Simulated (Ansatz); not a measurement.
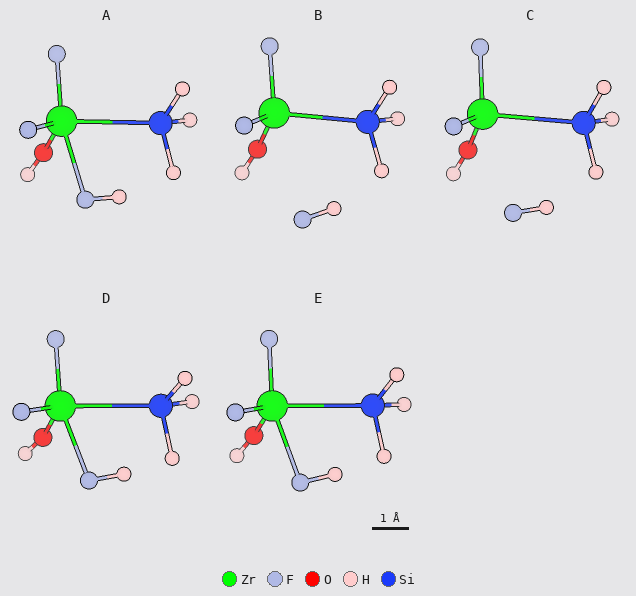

5 geometries from one relaxation of ZrSiH5OF3, in shuffled order. The picture is a ball-and-stick view, seen at a tilt.

The run prepares an end point of a later path (reaction) calculation, from a guessed geometry.

Computed with RKS PBE/def2-SVP (Ansatz). Set-up: no spin polarisation; force threshold 0.03 eV/Å; at most 50 steps.

Question: Order the frames from highest to lowest energy.

Answer: B, C, A, E, D. They are steps 0, 1, 3, 5, 11, at +0.387 eV, +0.283 eV, +0.061 eV, +0.017 eV relative to the last. After 9 accepted moves (11 points after the start) the energy has fallen by 0.387 eV. Largest force component: 0.95 eV/Å at the start, 0.014 eV/Å at the end. The line search rejected the trial steps at points 6, 9 of the run. An F atom moves most after the best rigid fit: 0.63 Å. By element the largest moves are F 0.63 Å, H 0.49 Å, Zr 0.29 Å, O 0.16 Å, Si 0.15 Å. Some distances before and after: F–Zr 3.169 → 2.367 Å, H–Zr 3.269 → 2.715 Å, Si–Zr 2.646 → 2.821 Å, F–H 0.938 → 0.993 Å. New bonds form, among them: F–Zr (3.17 → 2.37 Å). Bond angles that change, for instance: F–Zr–Si 108.0° → 119.6°, Zr–Si–H 112.3° → 103.0°, F–Zr–F 109.7° → 102.2°. The run took 20 s on 4 threads of Intel(R) Xeon(R) CPU @ 2.60GHz (Ice Lake), with other jobs on the host, peak memory 0.21 GiB.
